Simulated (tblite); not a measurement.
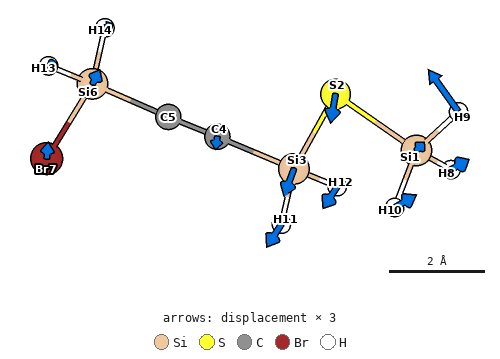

A relaxation of C2H7BrSSi3. The starting structure is drawn; blue arrows show the displacements, 3 times their true length. The two geometries are superimposed by the best rigid fit.

Style: ball-and-stick. Shown at a tilt.

Method: tblite 0.8.0, GFN2-xTB geometry optimisation, gas phase. 

Q: Which element moves most?

A: Hydrogen: up to 0.37 Å, against 0.25 Å for silicon.

Q: What did the optimiser do to the structure, and how much energy did it gain?

A: After 66 geometry steps the energy has fallen by 3.88 kcal/mol. The largest move after the best rigid fit is that of H9, 0.37 Å. By element the largest moves are H 0.37 Å, Si 0.25 Å, S 0.24 Å, Br 0.13 Å, C 0.11 Å. Among the contacts that change: Si3–C4 1.883 → 1.845 Å, Si6–H13 1.491 → 1.455 Å, C5–Si6 1.874 → 1.843 Å, Si1–H9 1.479 → 1.450 Å. Among the angles between lasting bonds that change: Si1–S2–Si3 93.2° → 103.2°, H13–Si6–H14 109.7° → 115.5°, S2–Si1–H9 108.7° → 103.0°.
